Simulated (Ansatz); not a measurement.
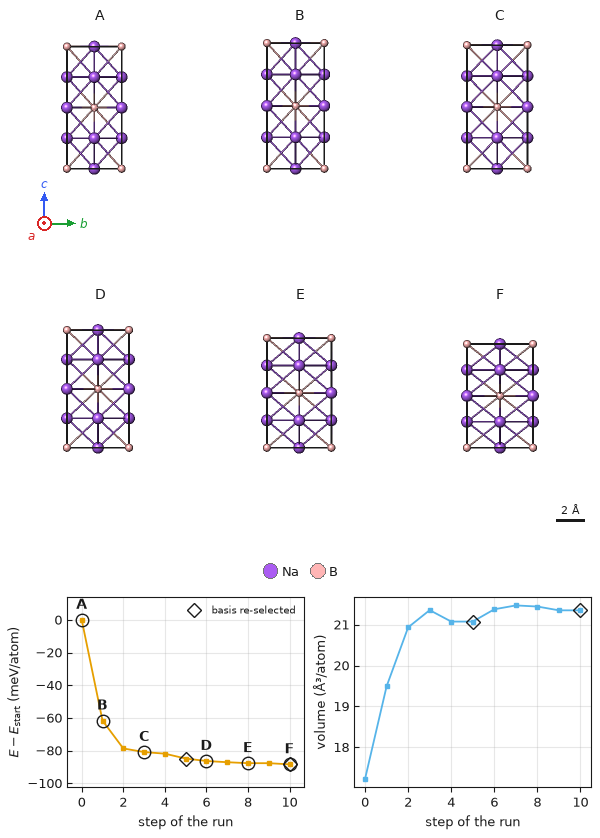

Frames of a relaxation of a crystal of Na3B (built on the TiAl3 (D0_22)_139 type) (coarse preliminary run), marked on the history of the run. Style: ball-and-stick. Shown: the conventional cell (2 times the calculation's cell), along the a axis. Lengths and directions refer to the drawn axes.

Case: TiAl3 (D0_22) type (I4/mmm, No. 139).

All numbers below come from DFT PBE, scalar-relativistic, plane waves, PAW in Ansatz 0.2.0.

Input file:
```yaml
crystal:
  lattice:
    - [-1.9757090549, 1.9757090549, 4.4132721747]
    - [1.9757090549, -1.9757090549, 4.4132721747]
    - [1.9757090549, 1.9757090549, -4.4132721747]
  atoms:
    - { symbol: Na, position: [0.5, 0.5, 0.0] }
    - { symbol: Na, position: [0.25, 0.75, 0.5] }
    - { symbol: Na, position: [0.75, 0.25, 0.5] }
    - { symbol: B, position: [0.0, 0.0, 0.0] }
basis:
  ecutwfc: 420
kpoints:
  mp_grid: { grid: [6, 6, 6] }
hamiltonian:
  xc: pbe
scf:
  occupations: { method: gaussian, width: 0.1 }
  lower_state_search: "off"
output:
  forces: true
  stress: true
  eigenvalues: true
relax:
  adjacent_minimum: "off"
  f_tol: 0.04
  max_steps: 70
  cell: { stress_tol: 0.4 }
```

Command:
```bash
ansatz run input.yaml --threads 1 --pin off --max-ram 2560MiB --backend cpu --events-out ev --progress --plain --runs-dir out
```

Describe the path.

After 8 accepted moves (10 points after the start) the energy has fallen by 88.4 meV per atom. All forces vanish by symmetry, so only the cell relaxes. Pressure: 6.38 GPa at the start and 0.11 GPa at the end. The SCF was repeated twice at an unchanged geometry on a basis and grid sized afresh for the cell, which shifted the energy by 3.0 meV per atom at most. The atoms keep their places relative to the cell (all moves are under 0.005 Å). Cell: a = b 3.951 → 4.774 Å (+20.8 %), c 8.827 → 7.493 Å (−15.1 %). Volume +23.9 %. Among the contacts that change: Na1–B4 2.794 → 3.376 Å, Na2–Na3 2.794 → 3.376 Å, Na2–B4 2.962 → 3.034 Å, Na1–Na2 2.962 → 3.034 Å. The space group stays I4/mmm (No. 139). From step 0 to 1: volume +13.1 %, energy −61.6 meV per atom. From step 1 to 3: volume +9.6 %, energy −19.2 meV per atom. From step 3 to 6: energy −5.5 meV per atom. From step 6 to 8: volume +0.3 %, energy −1.3 meV per atom. From step 8 to 10: volume −0.4 %, energy −0.7 meV per atom.

```tsv
step	E − E(0), meV/atom	pressure, GPa	volume, Å³/atom	note
0	0.00	6.38	17.227	
1	-61.64	2.19	19.491	
2	-78.69	0.39	20.934	
3	-80.89	-0.08	21.355	
4	-81.89	0.13	21.075	
5	-84.87	0.37	21.075	same geometry, new basis
6	-86.38	0.10	21.376	
7	-87.12	0.01	21.471	
8	-87.71	0.02	21.444	
9	-87.71	0.05	21.351	
10	-88.42	0.11	21.351	same geometry, new basis
```
